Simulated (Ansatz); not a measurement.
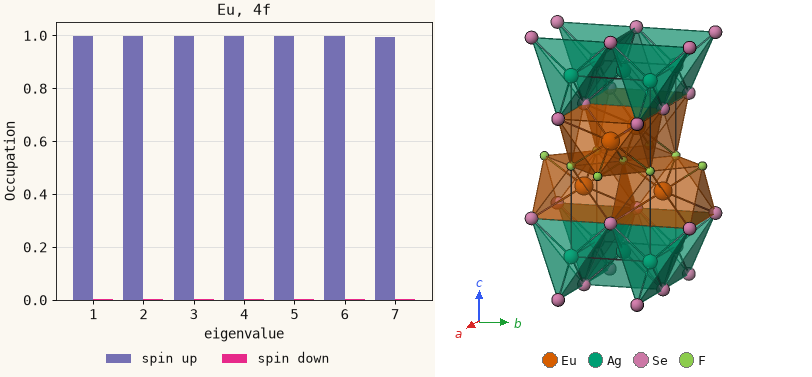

Eigenvalues of the local occupation matrix of the f shell (Löwdin-orthogonalised atomic projectors). The structure is drawn too.

The material is EuAgSeF, space group P4/nmm, 8 atoms in the cell.

Method: DFT PBE+U, scalar-relativistic, plane waves, PAW, Ueff = 6 eV on Eu f, spin-polarised, 4×4×2 k mesh, 420 eV cutoff (Ansatz 0.2.0).

### What configuration do these occupations show?

Counting eigenvalues over 0.6 as filled, Eu has 7 filled f states (f⁷), 7 up and 0 down; the eigenvalues sum to 7.0.

The run may have settled in a state above the lowest, so this need not be the ground state. The k mesh is coarse for this system. Spin-orbit coupling is left out, which matters for Eu. Open shells can settle in several states, and this one need not be the lowest.
